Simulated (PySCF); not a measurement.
SMILES c1csc(Cc2cccs2)c1 at its GFN2-xTB optimised geometry (Å):

```
19

C     -0.2135    -1.6841     0.0000
C      1.1417    -1.6841     0.0000
S      1.7862    -0.0892     0.0000
C      0.1929     0.5935    -0.0087
C      0.0011     2.0762     0.0528
C      0.0149     2.5203     1.4816
C      1.0812     2.9020     2.2332
C      0.7380     3.1936     3.5736
C     -0.5829     3.0204     3.8226
S     -1.4389     2.4970     2.4254
C     -0.7570    -0.3786     0.0002
H     -0.8103    -2.5786    -0.0006
H      1.8124    -2.5201    -0.0010
H      0.8061     2.5786    -0.4879
H     -0.9545     2.3347    -0.4083
H      2.0808     2.9762     1.8432
H      1.4474     3.5177     4.3139
H     -1.1173     3.1669     4.7400
H     -1.8124    -0.1714     0.0037
```

Level of theory: PySCF with PBE/def2-SVP. Cells within 0.4 Å of a nucleus heavier than hydrogen are left out (blank, or x).

Map of the deformation density (molecule minus spherical neutral atoms) (e/bohr³) on the plane z = 1.2 Å:

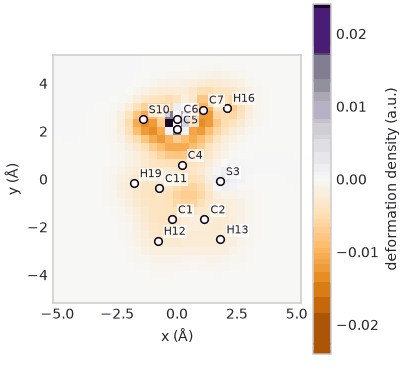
Deformation density (molecule minus spherical neutral atoms) (e/bohr³) on the plane z = 1.2 Å.
